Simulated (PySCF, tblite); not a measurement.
# C₅H₈O₂S₂Si: geometry, infrared bands and NMR shifts

What infrared bands and NMR shifts should C₅H₈O₂S₂Si (`CSC(=C=S)C[SiH2]C(=O)O`) show?

Programs: tblite 0.8.0 and PySCF 2.14.0, with density-fitted response routines of our own. Each step states its level of theory. These are calculated values for one molecule in the gas phase, unless marked as measured. Atoms are numbered from 0 throughout.

## 1. The starting structure

18 atoms, charge 0, multiplicity 1; geometry from: force field or distance geometry start.

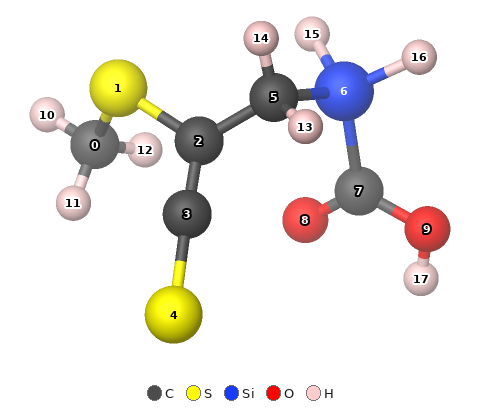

As it starts; carbon dark grey, sulfur yellow, silicon blue, oxygen red, hydrogen pink, atoms numbered.

## 2. Geometry optimisation with GFN2-xTB

What the job is given:

```
{"job": {"kind": "relax", "xc": "GFN2-xTB", "basis": "xTB"}, "charge": 0, "multiplicity": 1}
C     -2.341700    -0.268500     1.522300
S     -2.354500    -0.839000    -0.204500
C     -1.053400     0.120900    -0.861900
C     -1.209800     1.428800    -0.869600
S     -1.371100     3.211300    -0.864700
C      0.052400    -0.573100    -1.603000
Si     1.508600    -1.088200    -0.523600
C      2.085400     0.347800     0.561200
O      1.373500     0.704500     1.482900
O      3.246200     0.966000     0.301300
H     -3.066400    -0.863700     2.097100
H     -2.656900     0.779900     1.584500
H     -1.364800    -0.383800     1.980300
H      0.450100     0.090500    -2.386400
H     -0.327300    -1.448800    -2.122400
H      1.099600    -2.261500     0.322200
H      2.599900    -1.580200    -1.407100
H      3.321300     1.663500     0.979700
```

Command:

```
$ OMP_NUM_THREADS=1 python probes_run.py task.json out
```

This one command runs all jobs of the session in turn.

The log of the run:

```text
step      E/eV     max force
  0    -844.41157    5.996
  1    -845.13794    3.358
  2    -845.18593    5.264
  3    -845.37575    1.386
  4    -845.40374    0.583
  5    -845.42357    0.815
  6    -845.44045    0.467
  7    -845.45128    0.285
  8    -845.45742    0.222
  9    -845.46463    0.305
 10    -845.46973    0.209
 11    -845.47421    0.226
 12    -845.47876    0.242
 13    -845.48318    0.205
 14    -845.48645    0.160
 15    -845.48871    0.122
 16    -845.49112    0.151
 17    -845.49432    0.209
 18    -845.49781    0.208
 19    -845.50075    0.150
 20    -845.50294    0.113
 21    -845.50479    0.151
 22    -845.50660    0.156
 23    -845.50815    0.095
 24    -845.50940    0.097
 25    -845.51072    0.102
 26    -845.51253    0.148
 27    -845.51496    0.152
 28    -845.51748    0.122
 29    -845.51934    0.085
 30    -845.52054    0.079
 31    -845.52160    0.102
 32    -845.52290    0.092
 33    -845.52450    0.124
 34    -845.52628    0.115
 35    -845.52809    0.128
 36    -845.52981    0.126
 37    -845.53128    0.087
 38    -845.53240    0.084
 39    -845.53332    0.082
 40    -845.53430    0.115
 41    -845.53561    0.121
 42    -845.53730    0.111
 43    -845.53896    0.138
 44    -845.54020    0.127
 45    -845.54117    0.094
 46    -845.54216    0.099
 47    -845.54335    0.103
 48    -845.54440    0.074
 49    -845.54501    0.054
 50    -845.54534    0.039
 51    -845.54568    0.046
 52    -845.54624    0.074
 53    -845.54702    0.073
 54    -845.54782    0.076
 55    -845.54845    0.056
 56    -845.54899    0.051
 57    -845.54966    0.073
 58    -845.55038    0.074
 59    -845.55116    0.064
 60    -845.55186    0.065
 61    -845.55257    0.072
 62    -845.55334    0.066
 63    -845.55404    0.055
 64    -845.55464    0.054
 65    -845.55523    0.048
 66    -845.55578    0.055
 67    -845.55619    0.047
 68    -845.55647    0.050
 69    -845.55670    0.032
 70    -845.55690    0.034
 71    -845.55705    0.023
 72    -845.55713    0.021
 73    -845.55718    0.020
 74    -845.55728    0.027
 75    -845.55742    0.041
 76    -845.55758    0.042
 77    -845.55770    0.026
 78    -845.55778    0.023
 79    -845.55786    0.024
 80    -845.55797    0.028
 81    -845.55809    0.027
 82    -845.55818    0.020
 83    -845.55824    0.020
 84    -845.55830    0.022
 85    -845.55837    0.024
 86    -845.55842    0.020
 87    -845.55846    0.019
 88    -845.55849    0.014
 89    -845.55852    0.015
 90    -845.55857    0.015
 91    -845.55862    0.022
 92    -845.55867    0.025
 93    -845.55872    0.023
 94    -845.55879    0.025
 95    -845.55887    0.020
 96    -845.55892    0.017
 97    -845.55896    0.015
 98    -845.55899    0.016
 99    -845.55904    0.027
100    -845.55913    0.029
101    -845.55921    0.022
102    -845.55926    0.017
103    -845.55930    0.016
104    -845.55934    0.015
105    -845.55939    0.020
106    -845.55944    0.016
107    -845.55947    0.019
108    -845.55950    0.019
109    -845.55953    0.021
110    -845.55956    0.014
111    -845.55962    0.019
112    -845.55963    0.012
113    -845.55964    0.010
114    -845.55966    0.017
115    -845.55972    0.037
116    -845.55980    0.044
117    -845.55988    0.042
118    -845.55994    0.032
119    -845.56000    0.017
120    -845.56003    0.011
121    -845.56005    0.011
122    -845.56006    0.008
```

Run time: 1.4 s. Hardware: 1 thread of Arm Neoverse V1, shared host; peak memory 0.18 GiB.

Relaxation path: (not every step is listed)

```csv
step,energy from step 0 (eV),largest force (eV/Å)
0,0.0000,5.9956
1,-0.7264,3.3580
2,-0.7744,5.2639
3,-0.9642,1.3858
4,-0.9922,0.5830
5,-1.0120,0.8146
6,-1.0289,0.4673
7,-1.0397,0.2853
8,-1.0458,0.2221
18,-1.0862,0.2083
28,-1.1059,0.1220
38,-1.1208,0.0840
48,-1.1328,0.0739
58,-1.1388,0.0740
68,-1.1449,0.0499
78,-1.1462,0.0226
88,-1.1469,0.0144
98,-1.1474,0.0164
108,-1.1479,0.0186
117,-1.1483,0.0422
118,-1.1484,0.0316
119,-1.1484,0.0173
120,-1.1485,0.0115
121,-1.1485,0.0107
122,-1.1485,0.0077
```

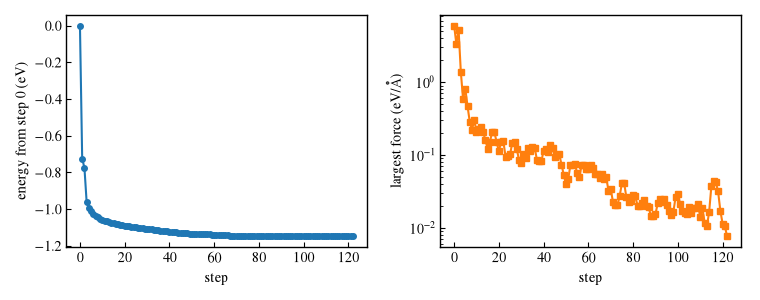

Energy and largest force along the relaxation.

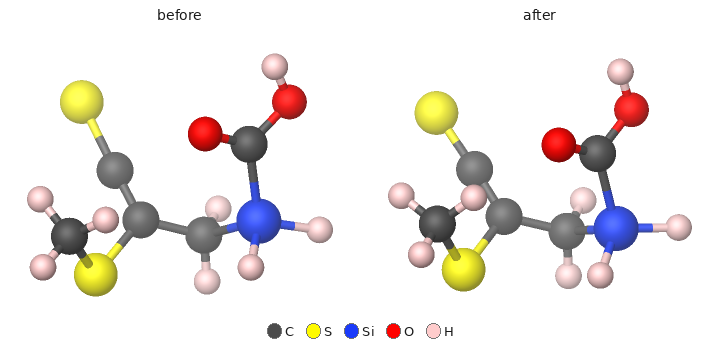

The geometry before (left) and after (right).

Close pairs (by a distance rule), those that changed most:

```
   bond  before (Å)  after (Å)  change (Å)
  C3–S4       1.790      1.563      -0.227
  S1–C2       1.745      1.799      +0.054
Si6–H15       1.503      1.460      -0.043
 C5–Si6       1.884      1.919      +0.035
 Si6–C7       1.890      1.921      +0.031
Si6–H16       1.488      1.460      -0.028
  C2–C3       1.317      1.298      -0.019
 C0–H10       1.100      1.085      -0.015
```

The final coordinates are the input of the step that follows.

## 3. Harmonic vibrations with GFN2-xTB

What the job is given:

```
{"job": {"kind": "ir", "xc": "GFN2-xTB", "basis": "xTB"}, "charge": 0, "multiplicity": 1}
C     -2.062246    -0.119180     1.553403
S     -2.124753    -0.864663    -0.104105
C     -0.974162     0.177480    -1.013901
C     -1.219962     1.451362    -0.973235
S     -1.551545     2.965563    -0.774578
C      0.138565    -0.512375    -1.735033
Si     1.404623    -1.260311    -0.501870
C      1.795790     0.175445     0.712998
O      1.197080     0.421913     1.731826
O      2.805554     0.935212     0.283516
H     -2.547859    -0.826076     2.218466
H     -2.603764     0.822575     1.551862
H     -1.026481     0.028035     1.844456
H      0.627862     0.199460    -2.402101
H     -0.280645    -1.309253    -2.350872
H      0.808200    -2.351086     0.264058
H      2.636283    -1.610192    -1.203359
H      2.968699     1.682408     0.886812
```

The log of the run:

```text
mode    cm-1     km/mol
  1      18.0      1.24
  2      28.5      0.77
  3      37.5      1.87
  4      66.7      0.72
  5      81.4      1.08
  6      98.9      6.50
  7     125.0      1.26
  8     178.3      0.12
  9     210.8      4.27
 10     212.7      1.97
 11     252.8      0.55
 12     264.3      0.84
 13     377.7      2.29
 14     431.1     46.59
 15     452.8      7.53
 16     461.3     18.65
 17     473.9     34.14
 18     551.6     36.62
 19     593.1      5.01
 20     664.5    144.02
 21     676.1     28.21
 22     707.3     83.27
 23     719.8      5.92
 24     732.0    311.87
 25     737.0     41.53
 26     772.0    111.87
 27     894.2     20.78
 28     952.2      9.98
 29     959.0      7.19
 30    1102.6     28.50
 31    1119.8    209.82
 32    1155.6     29.14
 33    1204.8     30.74
 34    1215.6     39.25
 35    1318.1      0.45
 36    1434.4      4.40
 37    1437.5      8.53
 38    1446.6      6.31
 39    1746.6    270.92
 40    1868.1    301.66
 41    2298.7    175.79
 42    2303.7    330.75
 43    2973.3     18.38
 44    2978.4      7.68
 45    3028.3      7.67
 46    3045.0      3.95
 47    3059.3      2.32
 48    3366.6     14.09
```

It took 1.1 s on 1 thread of Arm Neoverse V1, shared host; peak memory 0.18 GiB.

Which atoms move in the most intense modes:

```
cm⁻¹  km/mol                                  atoms
 664   144.0                     H15 35 %, H16 29 %
 732   311.9           H15 33 %, H16 33 %, Si6 16 %
 772   111.9  C5 22 %, H14 19 %, H13 15 %, H15 11 %
1120   209.8             O9 42 %, H17 30 %, C7 19 %
1747   270.9                       C7 61 %, O8 38 %
1868   301.7                       C3 64 %, C2 33 %
2299   175.8                     H16 80 %, H15 18 %
2304   330.8                     H15 79 %, H16 17 %
```

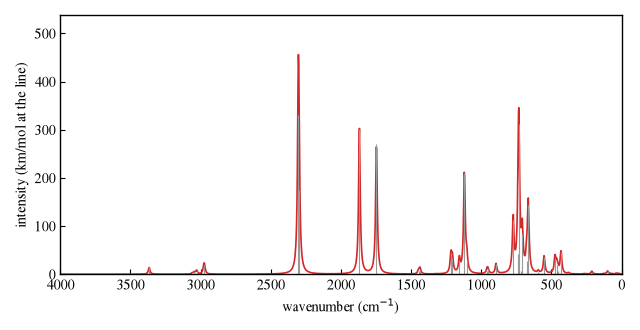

The infrared spectrum from these modes, unscaled. Lines are broadened to a width of 14 cm⁻¹ (Lorentzian).

## 4. Nuclear shieldings: PBE0/pcSseg-1

The job, as its differences from that of step 3:

```diff
@@ -1,2 +1,2 @@
-{"job": {"kind": "ir", "xc": "GFN2-xTB", "basis": "xTB"}, "charge": 0, "multiplicity": 1}
+{"job": {"kind": "nmr", "xc": "PBE0", "basis": "pcSseg-1"}, "charge": 0, "multiplicity": 1}
 C     -2.062246    -0.119180     1.553403
```

Level: GIAO PBE0/pcSseg-1 NMR shielding, non-relativistic, gas phase.

The log of the run:

```text
coarse grid: 17440 points
cycle   1  E = -1430.5251541199  dE =  1.461e+00  |g| = 8.922e-01  |ddm| = 4.277e+00
cycle   2  E = -1430.1836048382  dE =  3.415e-01  |g| = 1.610e+00  |ddm| = 1.581e+00
cycle   3  E = -1430.6588421620  dE = -4.752e-01  |g| = 3.135e-01  |ddm| = 1.162e+00
cycle   4  E = -1430.6760878053  dE = -1.725e-02  |g| = 8.826e-02  |ddm| = 2.334e-01
cycle   5  E = -1430.6773926598  dE = -1.305e-03  |g| = 1.923e-02  |ddm| = 6.514e-02
cycle   6  E = -1430.6774659829  dE = -7.332e-05  |g| = 6.773e-03  |ddm| = 2.131e-02
cycle   7  E = -1430.6774751757  dE = -9.193e-06  |g| = 3.031e-03  |ddm| = 1.080e-02
final grid: 156856 points
cycle   8  E = -1430.7613726567  dE = -2.404e-05  |g| = 1.290e-02  |ddm| = 3.876e-02
cycle   9  E = -1430.7613144109  dE =  5.825e-05  |g| = 2.128e-02  |ddm| = 2.435e-02
cycle  10  E = -1430.7614040355  dE = -8.962e-05  |g| = 3.338e-03  |ddm| = 1.632e-02
cycle  11  E = -1430.7614063164  dE = -2.281e-06  |g| = 4.533e-04  |ddm| = 2.867e-03
cycle  12  E = -1430.7614063512  dE = -3.480e-08  |g| = 1.791e-04  |ddm| = 5.781e-04
cycle  13  E = -1430.7614063584  dE = -7.206e-09  |g| = 7.728e-05  |ddm| = 3.047e-04
cycle  14  E = -1430.7614063600  dE = -1.528e-09  |g| = 2.407e-05  |ddm| = 1.218e-04
cycle  15  E = -1430.7614063601  dE = -1.155e-10  |g| = 8.128e-06  |ddm| = 3.165e-05
converged SCF energy = -1430.7614063601

GIAO shielding tensors (ppm)
atom      isotropic    diamagn.    paramagn.     s11        s22        s33       span
  0 C      165.449     253.021     -87.572    146.352    162.136    187.860     41.507
  1 S      557.165    1056.922    -499.757    353.783    615.492    702.221    348.438
  2 C       98.128     264.726    -166.597     27.432    129.487    137.466    110.034
  3 C      -89.969     264.336    -354.305   -182.509    -57.011    -30.388    152.121
  4 S       94.138    1059.157    -965.018   -410.796    114.108    579.102    989.898
  5 C      170.585     249.890     -79.305    162.564    171.807    177.385     14.821
  6 Si     405.083     879.257    -474.174    395.186    402.882    417.182     21.997
  7 C        0.494     255.848    -255.353   -107.161     25.557     83.087    190.249
  8 O     -173.781     403.089    -576.870   -502.387   -263.705    244.748    747.135
  9 O       93.952     392.105    -298.153    -87.080    140.322    228.616    315.696
 10 H       29.824      29.650       0.174     24.795     26.626     38.051     13.256
 11 H       29.513      31.136      -1.622     24.520     27.767     36.252     11.731
 12 H       28.187      32.175      -3.988     21.394     27.599     35.568     14.173
 13 H       29.379      30.694      -1.315     24.400     27.208     36.529     12.129
 14 H       29.993      29.527       0.466     24.388     28.145     37.445     13.057
 15 H       26.992      28.661      -1.669     23.505     26.418     31.053      7.548
 16 H       27.204      27.874      -0.670     23.495     25.168     32.948      9.453
 17 H       24.922      31.003      -6.081     18.119     23.633     33.013     14.894
```

It took 77 s on 1 thread of Arm Neoverse V1, shared host; peak memory 1.1 GiB.

Shifts follow as δ = σ(reference) − σ, with reference shieldings (ppm) from runs at the same level and on the same kind of geometry: 1H TMS 31.72, 13C TMS 186.9, 29Si TMS 349.2, 17O H2O 336.1, 33S CS2 504. The references are single molecules in the gas phase, so shifts against H2O, NH3, PH3, H3PO4 or CFCl3 are not on the usual liquid scales and can be off by tens of ppm. Atoms listed in one row are averaged.

```csv
atoms,environment,σ (ppm),δ (ppm),δ scaled to CDCl3
C3,cumulene carbon,-90.0,276.9,263.9
C7,carbonyl carbon,0.5,186.4,180.0
C2,fully substituted alkene carbon,98.1,88.8,80.3
C0,methyl carbon bonded to S,165.4,21.5,14.6
C5,allylic sp3 CH2 bonded to Si,170.6,16.3,14.0
H17,hydrogen on an acid hydroxyl oxygen,24.92,6.80,–
"H15, H16",hydrogen on a silicon bonded to 2 C,27.10,4.62,–
"H10, H11, H12",hydrogen on a methyl carbon bonded to S,29.17,2.54,2.50
"H13, H14",hydrogen on an allylic sp3 CH2 bonded to Si,29.69,2.03,2.02
S4,thione sulfur,94,410,–
S1,sulfide sulfur,557,-53,–
Si6,"silicon bonded to 2 C, 2 H",405.1,-55.9,–
O8,carbonyl oxygen,-173.8,509.9,–
O9,acid hydroxyl oxygen,94.0,242.1,–
```

The scaled column applies a straight-line fit of computed shieldings to shifts measured in CDCl3, with any fitted terms for Cl, Br or S neighbours (root-mean-square error 0.16 ppm for H, 1.9 ppm for C).

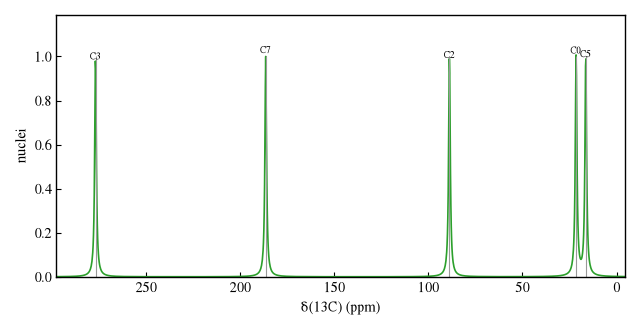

13C lines at the computed shifts, without couplings. Lines are broadened to a width of 1 ppm (Lorentzian).

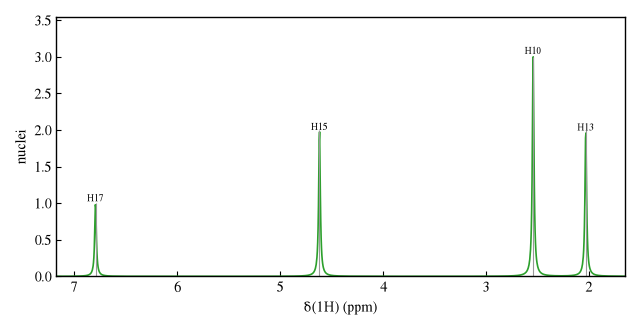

1H lines at the computed shifts, without couplings. Lines are broadened to a width of 0.02 ppm (Lorentzian).

Charges from the same density, by scheme (e):

| atoms | Mulliken | IAO | Hirshfeld | ESP fit |
| --- | --- | --- | --- | --- |
| C0 | -0.39 | -0.51 | -0.12 | -0.33 |
| S1 | 0.06 | 0.15 | 0.04 | -0.13 |
| C2 | -0.52 | -0.20 | -0.05 | 0.06 |
| C3 | 0.13 | -0.09 | 0.01 | -0.17 |
| S4 | 0.02 | 0.08 | -0.03 | 0.02 |
| C5 | -0.39 | -0.52 | -0.15 | -0.33 |
| Si6 | 0.68 | 0.72 | 0.34 | 0.40 |
| C7 | 0.22 | 0.29 | 0.12 | 0.58 |
| O8 | -0.41 | -0.45 | -0.24 | -0.52 |
| O9 | -0.36 | -0.47 | -0.17 | -0.60 |

IAO charges:

C0 -0.51; S1 0.15; C2 -0.20; C3 -0.09; S4 0.08; C5 -0.52; Si6 0.72; C7 0.29; O8 -0.45; O9 -0.47; H10 0.17; H11 0.16; H12 0.18; H13 0.17; H14 0.17; H15 -0.10; H16 -0.11; H17 0.36

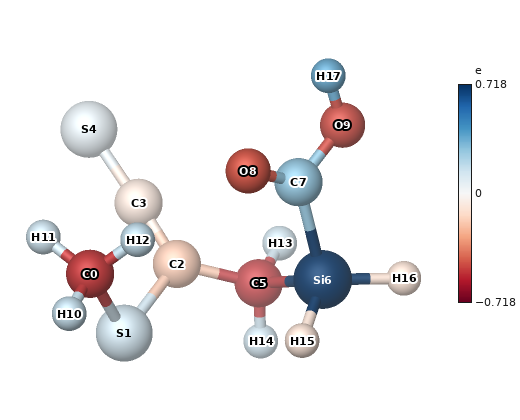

IAO charges, as colours on the atoms.

Mayer bond orders: C0–S1 0.98, S1–C2 1.08, C2–C3 1.63, C3–S4 1.94, C2–C5 1.03, C5–Si6 0.91, Si6–C7 0.77, C7–O8 1.86, C7–O9 1.11.

## 5. Outcome

| quantity | value |
| --- | --- |
| strongest single infrared mode (GFN2-xTB) | 2304 cm⁻¹, 331 km/mol |
| zero-point energy (GFN2-xTB) | 72.7 kcal/mol |
| 13C shifts against TMS (PBE0/pcSseg-1) | 276.9, 186.4, 88.8, 21.5, 16.3 ppm |
| 1H shifts against TMS (PBE0/pcSseg-1, means over atoms taken as alike) | 6.80, 4.62, 2.54, 2.03 ppm |
| 33S shifts against CS2 (PBE0/pcSseg-1) | 410, -53 ppm |
| 29Si shifts against TMS (PBE0/pcSseg-1) | -55.9 ppm |
| 17O shifts against H2O (PBE0/pcSseg-1) | 509.9, 242.1 ppm |

In words: The optimisation took 122 steps and gained 1.148 eV; among the close pairs (by a distance rule), C3–S4 changed most, from 1.790 to 1.563 Å. All 48 modes are real, so the xTB geometry is a minimum. The strongest single mode, at 2304 cm⁻¹, moves mainly H15. GFN2-xTB is a fitted tight-binding method: band positions and strengths are rough. Its intensities can rank the bands wrongly. At PBE0/pcSseg-1: The largest span, 990 ppm, is at S4, where the paramagnetic term is -965 ppm.
